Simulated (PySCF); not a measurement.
Atomic calculation for Os⁺

Os⁺, configuration 1s2 2s2 2p6 3s2 3p6 3d10 4s2 4p6 4d10 4f14 5s2 5p6 5d5 6s1 6p1, multiplicity 8. Computed at this level: unrestricted HSE06, aug-cc-pwCVDZ-PP with ECP60, scalar-relativistic core potential (PySCF).

**Results in brief**

```tsv
quantity	value
outcome	converged
total energy (valence electrons, under a core potential)	−90.290762 hartree
⟨S²⟩	15.751
⟨L²⟩	2.00
SCF iterations	5
hardware	1 CPU thread, shared host
CPU time	2 s (integrals apart)
```

**Remarks**

This is not the ground configuration of the species.

**The input**
```python
from pyscf import gto, scf, dft, mp, cc
mol = gto.M(atom="Os 0 0 0", charge=1, spin=7, symmetry="D2h",
            basis="aug-cc-pwCVDZ-PP",
            ecp="aug-cc-pwCVDZ-PP")
mf = dft.UKS(mol, xc="HSE06")
mf.irrep_nelec = {'Ag': (4, 1), 'B1g': (1, 0), 'B2g': (1, 0), 'B3g': (1, 0), 'B1u': (1, 1), 'B2u': (2, 1), 'B3u': (1, 1)}
mf.kernel()
```

The script is an equivalent of what the driver set up; the driver started from orbitals of its own, so the log can be shorter than this script's would be, and it computed the properties (radii, ⟨L²⟩, response) afterwards. It held the occupations shell by shell, which the script's counts by irreducible representation don't always enforce.

**Log (extracts)**
```
damping factor = 0
level_shift factor = 0
DIIS = <class 'pyscf.scf.diis.CDIIS'>
diis_start_cycle = 1
diis_space = 10
diis_damp = 0
SCF conv_tol = 1e-09
SCF conv_tol_grad = None
number electrons alpha = 11  beta = 4
XC functionals = HSE06
    J. Heyd, G. E. Scuseria, and M. Ernzerhof.,  J. Chem. Phys. 118, 8207 (2003)
    J. Heyd, G. E. Scuseria, and M. Ernzerhof.,  J. Chem. Phys. 124, 219906 (2006)
    A. V. Krukau, O. A. Vydrov, A. F. Izmaylov, and G. E. Scuseria.,  J. Chem. Phys. 125, 224106 (2006)
cycle= 1 E= -90.2907366103585  delta_E= -0.00323  |g|= 0.00791  |ddm|= 0.209
cycle= 2 E= -90.2907583834785  delta_E= -2.18e-05  |g|= 0.00339  |ddm|= 0.0143
cycle= 3 E= -90.2907619867215  delta_E= -3.6e-06  |g|= 0.000558  |ddm|= 0.00662
cycle= 4 E= -90.2907621065146  delta_E= -1.2e-07  |g|= 5.22e-05  |ddm|= 0.000708
cycle= 5 E= -90.2907621074873  delta_E= -9.73e-10  |g|= 1.63e-06  |ddm|= 0.000133
converged SCF energy = -90.2907621074873  <S^2> = 15.750648  2S+1 = 8.0001619
```

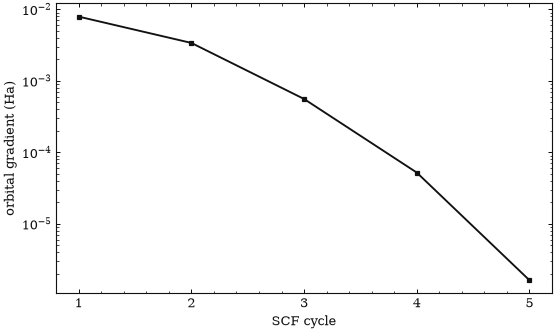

Convergence: orbital gradient against the SCF cycle. The residual falls at every step. It goes from 0.0079 to 1.6×10⁻⁶ in 5 steps.

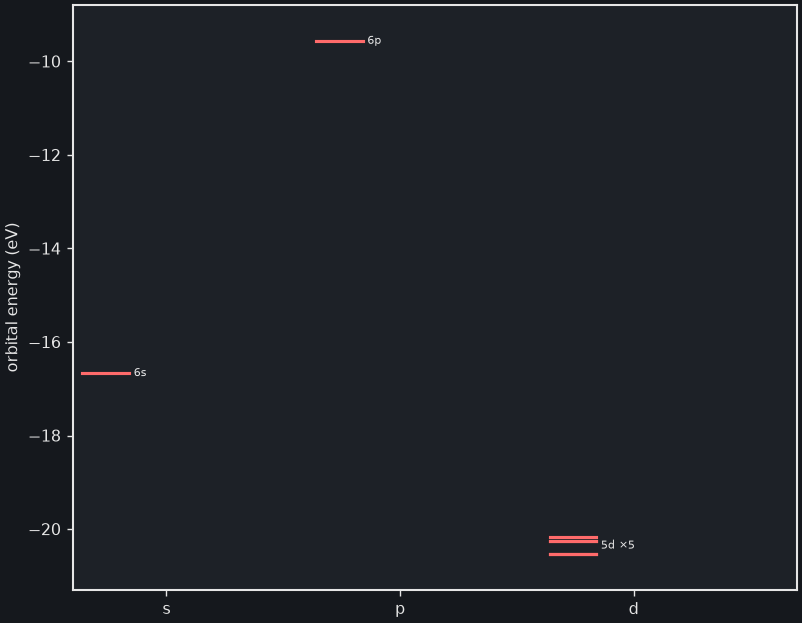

Orbital energies of the mean field, from the top down to −20.5 eV, by angular momentum, α spin at the left of each column and β at the right; ×n counts the orbitals under one label. Empty levels that the record names by l alone aren't drawn. The highest filled orbital is 6p α at −9.56 eV, the lowest empty one d β at −13.6 eV.
